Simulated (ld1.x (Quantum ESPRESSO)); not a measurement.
# An RRKJ potential for tin, from input to tests

Task: generate the file, and judge it by its errors in other configurations, its logarithmic derivatives, its ghosts and its cutoff.

Program: ld1.x (Quantum ESPRESSO) 7.5. Reference atom: PBEsol, scalar-relativistic, spherical and spin-unpolarised. All values are calculated.

**1. The atom and the settings**

The settings as typed:

```
element                 : tin (Sn, Z = 50)
type                    : norm-conserving RRKJ (Kleinman–Bylander form)
frozen core             : [Kr] 4d10
valence charge          : 4
reference configuration : 5s2 5p2
partial waves           : 5p (bound): rc 2.70 bohr; 5d channel at 0.45 Ry: rc 2.25 bohr; 5s (bound): rc 1.60 bohr
local potential         : the s channel
core correction         : a·sin(br)/r model core, default radius (core density twice the valence density)
```

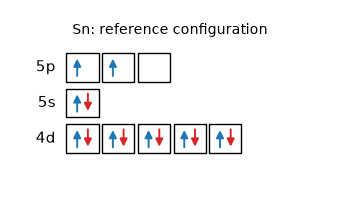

The outer shells as boxes. The arrows follow Hund's rule for the drawing; the calculation itself is spin-unpolarised.

**2. The generation run**

Sn.in reads:

```
 &input
   title='Sn', zed=50., rel=1, dft='PBESOL', iswitch=3,
   config='[Kr] 4d10 5s2 5p2 5d-2',
   nld=3, rlderiv=2.95, eminld=-3.0, emaxld=5.0, deld=0.02
 /
 &inputp
   pseudotype=2, tm=.false., rho0=0.005, lloc=0,
   nlcc=.true.,
   file_pseudopw='Sn.UPF', file_wfcaegen='ae.wfc', file_wfcncgen='nc.wfc', file_beta='beta', file_chi='chi'
 /
3
5P  2  1   2.00   0.00  2.70  2.70  0.0
5D  3  2  -2.00   0.45  2.25  2.25  0.0
5S  1  0   2.00   0.00  1.60  1.60  0.0
 &test
   configts(1)='5s2 5p2'
 /
```

Started as:

```console
ld1.x < Sn.in > Sn.out
```

The output, Sn.out (without the banner and most projector matrices):

```text
     Program LD1 v.7.5
     --------------------------- All-electron run ----------------------------

     Sn
     scalar relativistic calculation

     atomic number is 50.00
     dft =PBESOL   lsd =0 sic =0 latt =0  beta=0.20 tr2=1.0E-14
     Exchange-correlation= PBESOL
                           (   1   4  10   8   0   0   0)
     mesh =1243 r(mesh) = 100.78374 a.u. xmin = -7.00 dx = 0.01250
     1 Ry =  13.60569312 eV, c = 137.03599908

     n l     nl                  e(Ry)          e(Ha)          e(eV)
     1 0     1S 1( 2.00)     -2131.3869     -1065.6934    -28998.9959
     2 0     2S 1( 2.00)      -321.7812      -160.8906     -4378.0568
     2 1     2P 1( 6.00)      -288.9123      -144.4562     -3930.8524
     3 0     3S 1( 2.00)       -62.0766       -31.0383      -844.5950
     3 1     3P 1( 6.00)       -51.3374       -25.6687      -698.4806
     4 0     4S 1( 2.00)        -9.8300        -4.9150      -133.7441
     4 1     4P 1( 6.00)        -6.5828        -3.2914       -89.5638
     3 2     3D 1(10.00)       -34.7934       -17.3967      -473.3884
     4 2     4D 1(10.00)        -1.8957        -0.9478       -25.7922
     5 0     5S 1( 2.00)        -0.7787        -0.3894       -10.5950
     5 1     5P 1( 2.00)        -0.2726        -0.1363        -3.7085

     final scf error:  4.6E-15 reached in  32 iterations

     Etot =  -12348.908598 Ry,   -6174.454299 Ha, -168015.460795 eV

     Ekin =   12892.427417 Ry,    6446.213708 Ha,  175410.411044 eV
     Encl =  -29868.088921 Ry,  -14934.044460 Ha, -406376.052026 eV
     Eh   =    4950.728466 Ry,    2475.364233 Ha,   67358.092245 eV
     Exc  =    -323.975561 Ry,    -161.987780 Ha,   -4407.912059 eV

     normalization and overlap integrals

     s(1S/1S) =  1.000000  <r> =   0.0291  <r2> =    0.0011  r(max) =   0.0188
     s(2S/2S) =  1.000000  <r> =   0.1256  <r2> =    0.0186  r(max) =   0.1068
     s(2P/2P) =  1.000000  <r> =   0.1096  <r2> =    0.0147  r(max) =   0.0853
     s(3S/3S) =  1.000000  <r> =   0.3396  <r2> =    0.1318  r(max) =   0.3090
     s(3P/3P) =  1.000000  <r> =   0.3379  <r2> =    0.1325  r(max) =   0.3013
     s(4S/4S) =  1.000000  <r> =   0.8185  <r2> =    0.7584  r(max) =   0.7412
     s(4P/4P) =  1.000000  <r> =   0.8860  <r2> =    0.8974  r(max) =   0.7890
     s(3D/3D) =  1.000000  <r> =   0.3147  <r2> =    0.1176  r(max) =   0.2498
     s(4D/4D) =  1.000000  <r> =   1.1000  <r2> =    1.4412  r(max) =   0.8829
     s(5S/5S) =  1.000000  <r> =   2.3928  <r2> =    6.5456  r(max) =   2.0147
     s(5P/5P) =  1.000000  <r> =   3.2290  <r2> =   12.2211  r(max) =   2.5548

     ------------------------ End of All-electron run ------------------------

     --------------------- Generating NC pseudopotential ---------------------

      Generating local pot.: lloc=0, matching radius rcloc =   1.6000

      Computing core charge for nlcc:

       r > 1.76 : true rho core
       r < 1.76 : rho core = a sin(br)/r    a=   3.63  b=   1.54

      Integrated core pseudo-charge :   5.40

      Wfc   5P  rcut= 2.686  Estimated cut-off energy=       24.16 Ry
      This function has    0 nodes for 0 < r <    2.686

      Wfc   5D  rcut= 2.255  Estimated cut-off energy=       43.35 Ry
      This function has    0 nodes for 0 < r <    2.255

     ------------------- End of pseudopotential generation -------------------

     [... the all-electron block is printed once more ...]


     Computing logarithmic derivative in   2.94983
     Computing logarithmic derivative in   2.94983
     Computing the partial wave expansion
       no projector for channel:   0
     R is outside the sphere for l=    1 j= 0.00
     R is outside the sphere for l=    2 j= 0.00

     ---------------------- Testing the pseudopotential ----------------------

     Sn
     scalar relativistic calculation

     atomic number is 50.00   valence charge is  4.00
     dft =PBESOL   lsd =0 sic =0 latt =0  beta=0.20 tr2=1.0E-14
     mesh =1243 r(mesh) = 100.78374 xmin = -7.00 dx = 0.01250

     n l     nl             e AE (Ry)        e PS (Ry)    De AE-PS (Ry)
     1 0     5S   1( 2.00)       -0.77871       -0.77871       -0.00000
     2 1     5P   1( 2.00)       -0.27257       -0.27257        0.00000

     eps = 8.2E-15  iter = 16

     Etot =  -12348.908598 Ry,   -6174.454299 Ha, -168015.460795 eV
     Etotps =   -11.957614 Ry,      -5.978807 Ha,    -162.691631 eV

     Ekin =       2.156995 Ry,       1.078498 Ha,      29.347418 eV
     Encl =     -11.957345 Ry,      -5.978673 Ha,    -162.687970 eV
     Ehrt =       5.163451 Ry,       2.581726 Ha,      70.252331 eV
     Ecxc =      -7.426913 Ry,      -3.713456 Ha,    -101.048296 eV
     (Ecc =      -5.049801 Ry,      -2.524900 Ha,     -68.706036 eV)
     Epseu=       0.106197 Ry,       0.053099 Ha,       1.444887 eV

     ---------------------- End of pseudopotential test ----------------------
```

It took 1.4 s on 1 thread of Neoverse-V1, shared host. This counts the later configuration tests of the new file too.

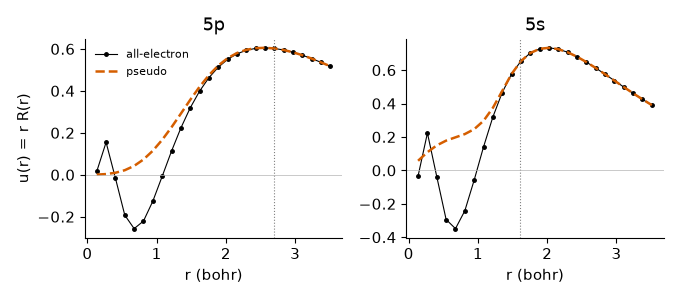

Bound waves of the atom and their pseudo partners (5p, 5s), with the matching radii dotted. The curves join 26 sampled radii, too few to resolve the innermost nodes.

**3. Testing the new file in other configurations**

Sn.test.in reads:

```
 &input
   title='Sn', zed=50., rel=1, dft='PBESOL', iswitch=2,
   config='[Kr] 4d10 5s2 5p2 5d-2'
 /
 &test
   file_pseudo='Sn.UPF', nconf=8,
   configts(1)='5s2 5p2',
   configts(2)='5s2 5p1',
   configts(3)='5s2 5p0',
   configts(4)='5s1 5p0',
   configts(5)='5s1 5p2',
   configts(6)='5s2 5p2.3',
   configts(7)='5s1 5p3',
   configts(8)='5s2 5p1.5'
 /
```

Started as:

```console
ld1.x < Sn.test.in > Sn.test.out
```

Sn.test.out, the pseudopotential blocks:

```text
     ---------------------- Testing the pseudopotential ----------------------

     Sn
     scalar relativistic calculation

     atomic number is 50.00   valence charge is  4.00
     dft =PBESOL   lsd =0 sic =0 latt =0  beta=0.20 tr2=1.0E-14
     mesh =1243 r(mesh) = 100.78374 xmin = -7.00 dx = 0.01250

     n l     nl             e AE (Ry)        e PS (Ry)    De AE-PS (Ry)
     1 0     5S   1( 2.00)       -0.77871       -0.77871       -0.00000
     2 1     5P   1( 2.00)       -0.27257       -0.27257        0.00000

     eps = 6.7E-15  iter = 15

     Etot =  -12348.908598 Ry,   -6174.454299 Ha, -168015.460794 eV
     Etotps =   -11.957613 Ry,      -5.978807 Ha,    -162.691619 eV

     Ekin =       2.156996 Ry,       1.078498 Ha,      29.347427 eV
     Encl =     -11.957345 Ry,      -5.978673 Ha,    -162.687967 eV
     Ehrt =       5.163451 Ry,       2.581725 Ha,      70.252329 eV
     Ecxc =      -7.426913 Ry,      -3.713456 Ha,    -101.048295 eV
     (Ecc =      -5.049801 Ry,      -2.524900 Ha,     -68.706036 eV)
     Epseu=       0.106197 Ry,       0.053099 Ha,       1.444887 eV

     ---------------------- End of pseudopotential test ----------------------

     ---------------------- Testing the pseudopotential ----------------------

     Sn
     [...]
     n l     nl             e AE (Ry)        e PS (Ry)    De AE-PS (Ry)
     1 0     5S   1( 2.00)       -1.31446       -1.31657        0.00211
     2 1     5P   1( 1.00)       -0.75583       -0.75715        0.00131

     eps = 2.9E-15  iter = 20

     Etot =  -12348.401615 Ry,   -6174.200807 Ha, -168008.562931 eV
     Etotps =   -11.450050 Ry,      -5.725025 Ha,    -155.785863 eV
     dEtot_ae =       0.506984 Ry
     dEtot_ps =       0.507564 Ry,   Delta E=      -0.000580 Ry

     [...]
     ---------------------- End of pseudopotential test ----------------------

     ---------------------- Testing the pseudopotential ----------------------

     Sn
     [...]
     n l     nl             e AE (Ry)        e PS (Ry)    De AE-PS (Ry)
     1 0     5S   1( 2.00)       -1.92269       -1.93146        0.00877  !
     2 1     5P   1( 0.00)       -1.30750       -1.31361        0.00611  !

     eps = 9.2E-15  iter =  7

     Etot =  -12347.374720 Ry,   -6173.687360 Ha, -167994.591314 eV
     Etotps =   -10.419592 Ry,      -5.209796 Ha,    -141.765772 eV
     dEtot_ae =       1.533878 Ry
     dEtot_ps =       1.538021 Ry,   Delta E=      -0.004143 Ry

     [...]
     ---------------------- End of pseudopotential test ----------------------

     ---------------------- Testing the pseudopotential ----------------------

     Sn
     [...]
     n l     nl             e AE (Ry)        e PS (Ry)    De AE-PS (Ry)
     1 0     5S   1( 1.00)       -2.64305       -2.67621        0.03316  !
     2 1     5P   1( 0.00)       -1.96311       -1.98439        0.02128  !

     eps = 1.9E-15  iter =  8

     Etot =  -12345.095215 Ry,   -6172.547608 Ha, -167963.577076 eV
     Etotps =    -8.120040 Ry,      -4.060020 Ha,    -110.478774 eV
     dEtot_ae =       3.813383 Ry
     dEtot_ps =       3.837573 Ry,   Delta E=      -0.024190 Ry

     [...]
     ---------------------- End of pseudopotential test ----------------------

     ---------------------- Testing the pseudopotential ----------------------

     Sn
     [...]
     n l     nl             e AE (Ry)        e PS (Ry)    De AE-PS (Ry)
     1 0     5S   1( 1.00)       -1.37992       -1.38791        0.00799  !
     2 1     5P   1( 2.00)       -0.80856       -0.81150        0.00293

     eps = 9.9E-15  iter =  8

     Etot =  -12347.836621 Ry,   -6173.918311 Ha, -168000.875800 eV
     Etotps =   -10.882147 Ry,      -5.441073 Ha,    -148.059148 eV
     dEtot_ae =       1.071977 Ry
     dEtot_ps =       1.075467 Ry,   Delta E=      -0.003489 Ry

     [...]
     ---------------------- End of pseudopotential test ----------------------

     ---------------------- Testing the pseudopotential ----------------------

     Sn
     [...]
     n l     nl             e AE (Ry)        e PS (Ry)    De AE-PS (Ry)
     1 0     5S   1( 2.00)       -0.63908       -0.63895       -0.00012
     2 1     5P   1( 2.30)       -0.14707       -0.14701       -0.00005

     eps = 1.0E-15  iter = 18

     Etot =  -12348.971244 Ry,   -6174.485622 Ha, -168016.313129 eV
     Etotps =   -12.020265 Ry,      -6.010132 Ha,    -163.544031 eV
     dEtot_ae =      -0.062645 Ry
     dEtot_ps =      -0.062651 Ry,   Delta E=       0.000006 Ry

     [...]
     ---------------------- End of pseudopotential test ----------------------

     ---------------------- Testing the pseudopotential ----------------------

     Sn
     [...]
     n l     nl             e AE (Ry)        e PS (Ry)    De AE-PS (Ry)
     1 0     5S   1( 1.00)       -0.84256       -0.84681        0.00426
     2 1     5P   1( 3.00)       -0.31868       -0.31924        0.00056

     eps = 6.0E-15  iter = 11

     Etot =  -12348.393493 Ry,   -6174.196746 Ha, -168008.452423 eV
     Etotps =   -11.440670 Ry,      -5.720335 Ha,    -155.658248 eV
     dEtot_ae =       0.515106 Ry
     dEtot_ps =       0.516943 Ry,   Delta E=      -0.001837 Ry

     [...]
     ---------------------- End of pseudopotential test ----------------------

     ---------------------- Testing the pseudopotential ----------------------

     Sn
     [...]
     n l     nl             e AE (Ry)        e PS (Ry)    De AE-PS (Ry)
     1 0     5S   1( 2.00)       -1.03521       -1.03586        0.00065
     2 1     5P   1( 1.50)       -0.50357       -0.50394        0.00037

     eps = 4.9E-15  iter = 14

     Etot =  -12348.715617 Ry,   -6174.357808 Ha, -168012.835147 eV
     Etotps =   -11.764512 Ry,      -5.882256 Ha,    -160.064346 eV
     dEtot_ae =       0.192982 Ry
     dEtot_ps =       0.193101 Ry,   Delta E=      -0.000119 Ry

     [...]
     ---------------------- End of pseudopotential test ----------------------
```

Energies count from the reference configuration 5s2 5p2; the error is all-electron less pseudo.

```tsv
valence configuration	charge	ΔE all-electron (eV)	error AE − PS (meV)
5s2 5p1	+1	6.898	-7.9
5s2 5p0	+2	20.869	-56
5s1 5p0	+3	51.884	-329
5s1 5p2	+1	14.585	-47
5s2 5p2.3	-0.3	-0.852	+0.1
5s1 5p3	0	7.008	-25
5s2 5p1.5	+0.5	2.626	-1.6
```

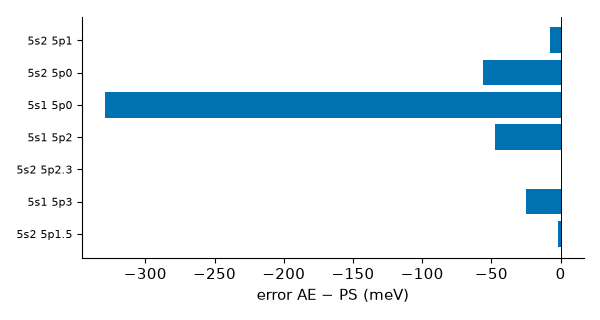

Error of the potential in each test configuration.

**4. Scattering by logarithmic derivatives**

Taken from the files of the generation run. The phase is arctan(r·u′/u) with u = r·R, unwrapped, with energies in Ry. A pole is an energy at which the radial function vanishes at the test radius. The pseudo phase is shifted by a multiple of π to meet the all-electron one at the reference energy. Levels narrower than the energy grid can be missing from the poles. The last column is the largest difference on the grid between −1 and +1 Ry.

```tsv
channel	radius (bohr)	reference (Ry)	poles AE	poles PS	window around the reference with phases within 0.05 rad (Ry)	largest difference near zero (rad)
s	2.95	-0.78	-0.01	-0.03, 3.29	below 1.2	0.021
p	2.95	-0.27	1.04	1.04	below 3.4	0.001
d	2.95	0.45	-1.86, 2.93	2.57	-1.6 to 2.7	0.023
```

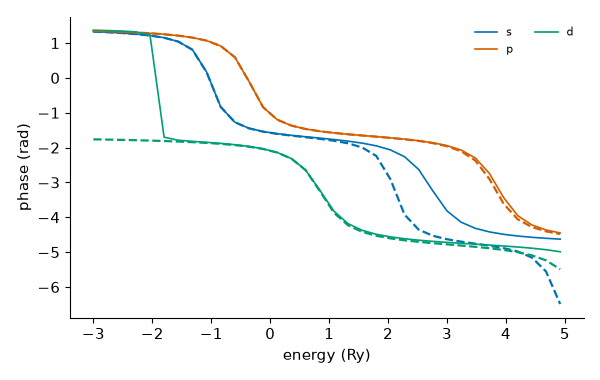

Phases by channel: all-electron solid, pseudo dashed.

**5. Cutoff and ghost test in a Bessel basis**

This step uses the generator's waves and projectors in a separate script. Basis: spherical Bessel functions vanishing at 20 bohr, q² up to the cutoff; potential fixed at the reference.

All-electron valence levels (Ry): 5p -0.2726, 5s -0.7787. The lowest levels of each channel (Ry) by cutoff; the last column sums, over occupied levels, occupation times the distance from the level at 400 Ry. A positive value at high cutoff is not a bound level.

```
cutoff (Ry)     p #1      d #1     s #1    f #1  Σ f·Δε (mRy)
          8  -0.2567    0.0407  -0.7182  0.1056         152.8
         12  -0.2685    0.0169  -0.7207  0.1056         124.1
         18  -0.2724   -5.3177  -0.7443  0.1056          69.1
         25  -0.2726  -11.0315  -0.7663  0.1056          24.8
         35  -0.2726  -12.3771  -0.7741  0.1056           9.3
         45  -0.2726  -12.6157  -0.7751  0.1056           7.2
         55  -0.2726  -12.8232  -0.7774  0.1056           2.5
         70  -0.2726  -12.8363  -0.7779  0.1056           1.6
         90  -0.2726  -12.8479  -0.7783  0.1056           0.7
        110  -0.2726  -12.8508  -0.7785  0.1056           0.4
        400  -0.2726  -12.8552  -0.7787  0.1056           0.0
```

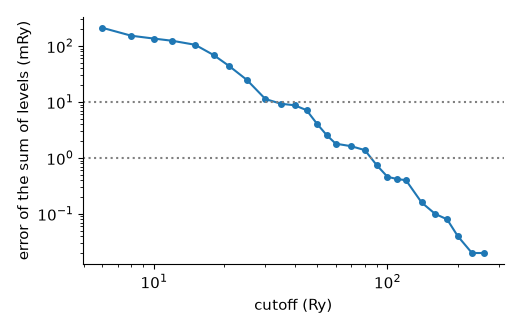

Occupation-weighted error of the valence levels against the cutoff; the dotted lines mark 10 and 1 mRy.

The sum stays within 10 mRy from 35 Ry and within 1 mRy from 90 Ry. The sum leaves out empty levels, which can need more. Ghost test: ghost state, bound below the all-electron valence or empty levels of the same l: d at -174.9 eV.

**6. Summary of results**

| quantity | value |
| --- | --- |
| cutoffs for 10 and 1 mRy, occupied levels | 35 Ry and 90 Ry |
| bound ghosts | d at -174.90 eV |
| largest test error (AE − PS) | -329 meV, for 5s1 5p0 |
| largest phase difference near zero energy, channels read | 0.023 rad |

In words: A bound ghost (d) makes it unfit for use: electrons can fall into a state that the atom doesn't have. The worst unpolarised test, 5s1 5p0, is off by 329 meV on 51.9 eV; by total energies transferability rates as poor. That test lies far up in energy; among those under 40 eV, nearer to bonding, the largest error is 56 meV. It counts as soft on the atom at that tolerance, with 35 Ry needed at the looser tolerance. The tighter tolerance needs 90 Ry, and converged work needs a cutoff nearer that. The slowest occupied level is 5s: taken alone it needs 60 Ry to come within 1 mRy, against 15 Ry for 5p. Near zero energy the phases of the channels with partial waves agree within 0.023 rad. These are tests on the free atom; a crystal test is still owed.
